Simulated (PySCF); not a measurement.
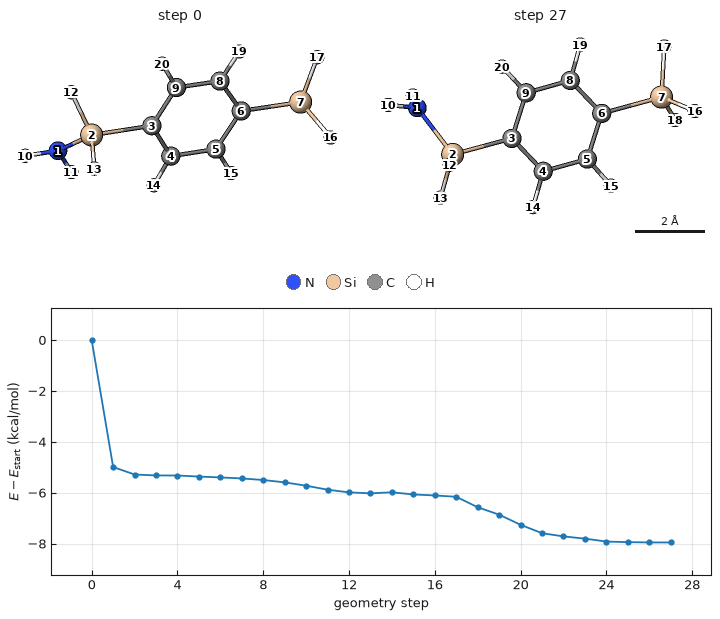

First and last geometry of a relaxation of C₆H₁₁NSi₂, with the history of the run. A ball-and-stick model, seen from a free direction.

The start comes from GFN2-xTB. Its atoms were then displaced at random by about 0.01 Å.

These are results of PBE0-D3(BJ)/def2-SVP geometry optimisation, gas phase in PySCF, not measurements. 

What do the curves and the structures tell?

It converged. The largest moves after the best rigid fit, 2.37 Å, are those of H11 and H13. Largest moves by element: H 2.37 Å, N 1.49 Å, C 0.66 Å, Si 0.65 Å. Among the contacts that change: C4–H14 1.048 → 1.095 Å, Si7–H16 1.460 → 1.496 Å, C3–C4 1.369 → 1.403 Å, C8–C9 1.362 → 1.394 Å. Bond angles that change, for instance: C3–C4–H14 123.5° → 119.9°, H10–N1–H11 113.3° → 110.7°, H12–Si2–H13 109.7° → 107.1°. Groups turn about Si2–C3 by about 110°, N1–Si2 by about 20°. After 27 geometry steps the energy has fallen by 7.95 kcal/mol.
